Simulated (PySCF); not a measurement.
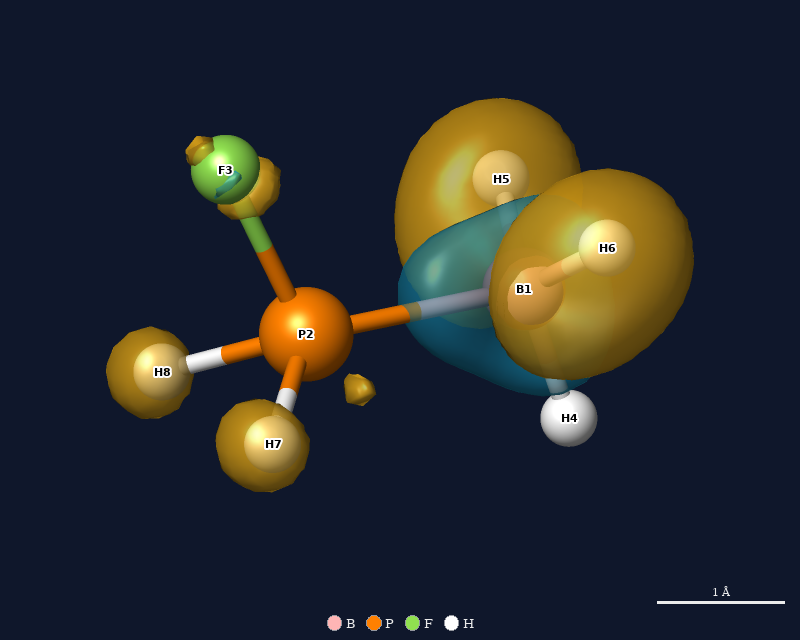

Figure 1: BFH5P, SMILES `[BH3-][PH2+]F`. Fukui function f⁻ = ρ(N) − ρ(N−1) at fixed geometry, surfaces at ±0.05 e/Å³ (yellow positive, teal negative).

Computed with PySCF, M06-2X/6-311+G**, geometry: GFN2-xTB. No frequency check shows the geometry to be a minimum. GFN2-xTB bond lengths at metals and heavier atoms can be off by up to 0.1 Å and shapes distorted, which carries into these values.

Coordinates in Å:

```
B1       1.6285    0.3839   -0.0000
P2      -0.0764   -0.4490   -0.0001
F3      -1.2785    0.6317   -0.0001
H4       2.4161   -0.5049    0.0015
H5       1.6459    1.0302   -0.9987
H6       1.6450    1.0327    0.9975
H7      -0.5992   -1.2130    1.0441
H8      -0.5982   -1.2156   -1.0417
```

On which atoms does the density change most on removal of an electron?

Answer. f⁻ (Hirshfeld-condensed) is largest on B1 (0.23) and H5 and H6 (0.21 each); the vertical ionisation energy is 11.69 eV. Condensed values hint at sites of electrophilic attack but needn't mark the atom that reacts. Shares this close don't rank the sites. Orbital relaxation makes it negative in places (0.17 e in all).
